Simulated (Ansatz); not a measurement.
Frequency calculation of C2H6AlBrClF

The run: frequency calculation of C2H6AlBrClF. Method and program: RHF/def2-SVP (Ansatz 0.2.0).

It belongs to a series of runs on one base structure; here: vibrations at the highest image of the band. Figures and captions count atoms from 1; the log counts them from 0 in places.

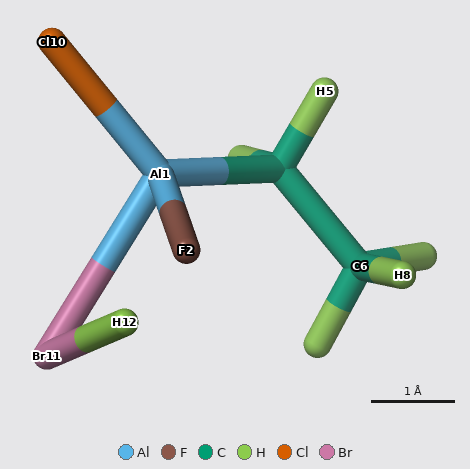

**Figure 1.** The structure as given in the input (stick view, seen at a tilt; atoms are numbered from 1 in the order of the input). Sticks mark near contacts.

The input
```yaml
crystal:
  periodic: [false, false, false]
  atoms:
    - { symbol: Al, position_ang: [-0.075792, -0.29221, -0.223009] }
    - { symbol: F, position_ang: [-0.431238, 0.496279, 1.346057] }
    - { symbol: C, position_ang: [1.664622, 0.097654, -1.004591] }
    - { symbol: H, position_ang: [1.948151, -0.768855, -1.613522] }
    - { symbol: H, position_ang: [1.52129, 0.912156, -1.724524] }
    - { symbol: C, position_ang: [2.801202, 0.450127, -0.033629] }
    - { symbol: H, position_ang: [3.73507, 0.64151, -0.566454] }
    - { symbol: H, position_ang: [2.571281, 1.34498, 0.549053] }
    - { symbol: H, position_ang: [2.99253, -0.358613, 0.674865] }
    - { symbol: Cl, position_ang: [-1.848531, -0.542052, -1.327855] }
    - { symbol: Br, position_ang: [0.085457, -2.161059, 1.587175] }
    - { symbol: H, position_ang: [-0.281741, -0.598015, 1.892234] }
basis:
  gaussian: { orbitals: def2-SVP }
hamiltonian:
  xc: hf
phonons: {}
```

Run on 4 threads of Intel Xeon (Granite Rapids), 32 GiB of memory available, shared host.

Launch command:
```bash
ansatz run input.yaml --threads 4 --pin off --max-ram 5120MiB --backend cpu --events-out ev --progress --plain --runs-dir out
```

Output
```
Engine: ansatz 0.2.0, x86_64-unknown-linux-gnu
Functional definition: HF
  exchange = exact_x
  correlation = 0
1466 factors; integrals over basis functions are off by at most 3.4e-4 eV
mean field evaluation 1: about -93930.1446 eV, gradient 3.4e1 eV
mean field evaluation 2: about -93930.2164 eV, gradient 3.4e1 eV
mean field evaluation 4: about -93932.9988 eV, gradient 3.2e0 eV
mean field evaluation 8: about -93933.0347 eV, gradient 1.8e-4 eV
mean field -93933.03466461 eV, -3451.9753538265 hartree, gradient 1.9e-5 eV, S^2 0.000000; 0 other end points of the search recorded, 0 dependent functions left out
the calculation of the forces begins
reference -93933.03466461 eV, -3451.9753538265 hartree; 46, 46 occupied and 94, 94 virtual orbitals, 1466 factors
these checks for a lower state are left out or cut short: stability, starts, cluster_reference, orbital_swaps, neighbouring_geometries, increment
1466 factors; integrals over basis functions are off by at most 3.4e-4 eV
mean field evaluation 16: about -93933.0346 eV, gradient 2.5e-6 eV
mean field -93933.03457706 eV, -3451.9753506094 hartree, gradient 5.8e-6 eV, S^2 0.000000; 0 other end points of the search recorded, 0 dependent functions left out
[... from here on the field's lines of each further geometry are left out, up to the last ...]
the calculation of the forces begins
reference -93933.03463857 eV, -3451.9753528699 hartree; 46, 46 occupied and 94, 94 virtual orbitals, 1466 factors
these checks for a lower state are left out or cut short: stability, starts, cluster_reference, orbital_swaps, neighbouring_geometries, increment
1466 factors; integrals over basis functions are off by at most 3.4e-4 eV
mean field -93933.03465026 eV, -3451.9753532994 hartree, gradient 3.0e-6 eV, S^2 0.000000; 0 other end points of the search recorded, 0 dependent functions left out
the calculation of the forces begins
reference -93933.03465026 eV, -3451.9753532994 hartree; 46, 46 occupied and 94, 94 virtual orbitals, 1466 factors
WARN: phonons: modes at or below zero, which the zero-point energy, F, S and C_V leave out: 1, the lowest at -1290.82 cm⁻¹. A minimum has none, and a first-order saddle one
Total energy: -93933.03466461 eV, -3451.9753538265 hartree
Atom 0 at    -0.075792    -0.292210    -0.223009 Å, force     0.000302    -0.000073    -0.000489 eV/Å
Atom 1 at    -0.431238     0.496279     1.346057 Å, force     0.002700    -0.000772    -0.000023 eV/Å
Atom 2 at     1.664622     0.097654    -1.004591 Å, force     0.000677    -0.005907     0.009557 eV/Å
Atom 3 at     1.948151    -0.768855    -1.613522 Å, force     0.000215     0.003287     0.000390 eV/Å
Atom 4 at     1.521290     0.912156    -1.724524 Å, force    -0.000573     0.003667     0.000279 eV/Å
Atom 5 at     2.801202     0.450127    -0.033629 Å, force    -0.000929    -0.002506    -0.009501 eV/Å
Atom 6 at     3.735070     0.641510    -0.566454 Å, force     0.000643     0.001584     0.001852 eV/Å
Atom 7 at     2.571281     1.344980     0.549053 Å, force    -0.000585    -0.000640     0.001243 eV/Å
Atom 8 at     2.992530    -0.358613     0.674865 Å, force    -0.001332    -0.001115    -0.001769 eV/Å
Atom 9 at    -1.848531    -0.542052    -1.327855 Å, force     0.000437    -0.000994    -0.000964 eV/Å
Atom 10 at     0.085457    -2.161059     1.587175 Å, force     0.001692     0.002989     0.001769 eV/Å
Atom 11 at    -0.281741    -0.598015     1.892234 Å, force    -0.003247     0.000479    -0.002344 eV/Å
Dipole moment:     0.354900     0.106274     0.090934 e Å
Vibrations: -1290.82 41.66 82.61 99.32 128.15 181.34 218.08 280.94 296.82 415.76 507.52 649.68 668.36 744.52 864.31 1002.14 1026.98 1094.73 1350.34 1352.02 1446.20 1524.30 1547.38 1600.62 1609.55 3153.03 3170.93 3193.82 3246.81 3251.61 cm⁻¹, zero-point energy 2.154196 eV
```

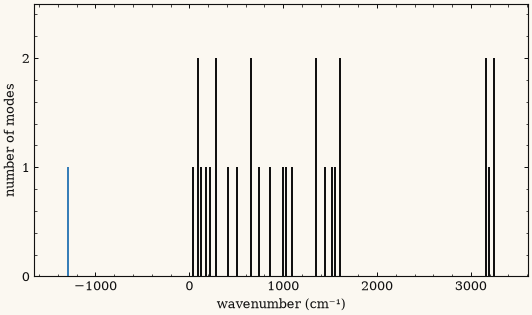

**Figure 2.** Harmonic vibrational wavenumbers from the force constants; neighbouring modes closer than 21 cm⁻¹ are counted in one stick, and imaginary ones are drawn at negative wavenumbers. 30 modes from 1291i to 3252 cm⁻¹, 1 imaginary beyond 8i (1291i cm⁻¹): a first-order saddle point, if the geometry is stationary.

Results in brief

- outcome: converged
- total energy: −93933.0347 eV
- mean-field energy: −93933.0347 eV
- largest force (length of the vector): 0.011 eV/Å
- wall time: 59 s (CPU time 3.5 min)
- peak memory: 0.4 GiB
